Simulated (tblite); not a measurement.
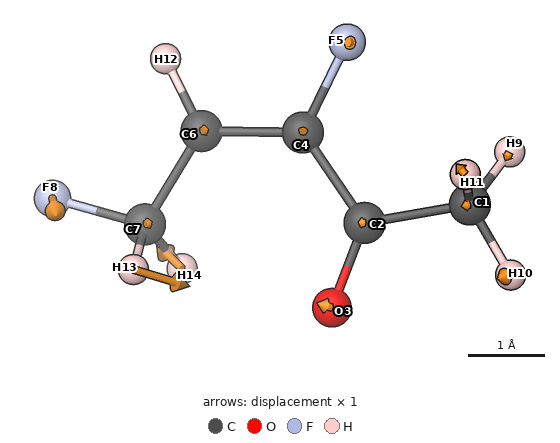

This is a relaxation of C5H6F2O (charge +1, multiplicity 2). The starting structure is drawn; orange arrows show the displacements, at their true length. The two geometries are superimposed by the best rigid fit.

Style: ball-and-stick. Shown at a tilt.

Computed with GFN2-xTB geometry optimisation, gas phase in tblite 0.8.0. 

### What did the optimiser do to the structure, and how much energy did it gain?

After 75 geometry steps the energy has fallen by 0.503 eV. The atom that moves furthest after the best rigid fit is H13 (0.90 Å). By element the largest moves are H 0.90 Å, F 0.81 Å, O 0.24 Å, C 0.14 Å. Among the contacts that change: C4–C6 1.435 → 1.343 Å, C7–H13 1.089 → 1.137 Å, C4–F5 1.361 → 1.314 Å, C1–C2 1.518 → 1.483 Å. Among the angles between lasting bonds that change: H13–C7–H14 110.6° → 104.7°, F5–C4–C6 117.4° → 122.7°, C2–C4–C6 126.6° → 121.9°. Groups turn about C6–C7 by about 40°. Cost: 0.78 s on 1 thread of Intel(R) Xeon(R) Platinum 8259CL CPU @ 2.50GHz, on a shared host.
